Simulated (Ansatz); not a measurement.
Input file:

```
basis:
  gaussian:
    orbitals: def2-TZVPD
crystal:
  periodic: [false, false, false]
  atoms:
    - {symbol: C, position_ang: [-1.194766, -1.055328, 0.719056]}
    - {symbol: F, position_ang: [-1.917159, -1.555134, -0.280004]}
    - {symbol: F, position_ang: [0.581730, 0.369403, 1.958926]}
    - {symbol: Si, position_ang: [0.146720, 0.226815, 0.372886]}
    - {symbol: H, position_ang: [-1.494629, -1.486011, 1.692377]}
output: {forces: true, orbitals: {seedname: orbitals}}
magnetization:
  spin_polarized: true
  initial_magnetization: 1
hamiltonian:
  xc: pbe0
```

Command:

```sh
ansatz run input.yaml --threads 1 --pin off --max-ram 2610MiB --events-out events.jsonl --progress --plain --runs-dir runs
```

Geometry: r2SCAN-D4/def2-SVP.

Theory: isolated molecule in a Gaussian basis; Kohn-Sham density functional theory, functional PBE0 (Ansatz 0.2.0).

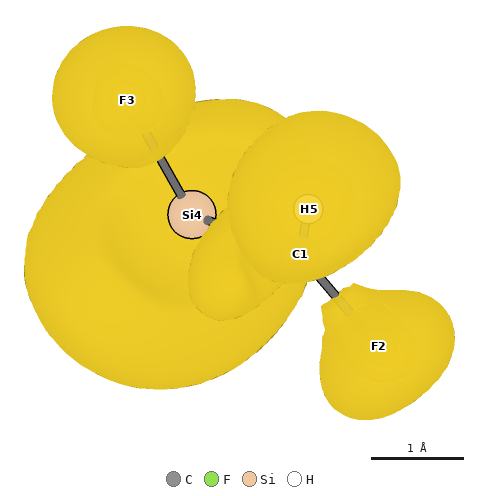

CHF2Si (SMILES F/C=[Si]/F) (doublet). Isosurface of the electron localisation function at 0.75 (yellow), seen at an oblique angle. Only the valence region is drawn (cores and ρ < 0.01 e/Å³ removed).

Where are the electrons localised?

The ELF exceeds this value in one region between bonded C–Si atoms (shared pairs), one region around a hydrogen nucleus, one region on F in which the atom's valence shell and bonds are merged, one lobe on Si, pointing away from the bonds (non-bonding electrons) and one region wrapped around F (its lone pairs, merged into a ring or cap).

Values along the shortest contacts:
C–F (1.33 Å): the ELF peaks at about 0.85 between the atoms (a shared but strongly polarised pair). Si–F (1.65 Å): the ELF peaks at about 0.80 in the valence shell of F, 0.6 Å from its nucleus, and is about 0.55 at the midpoint.
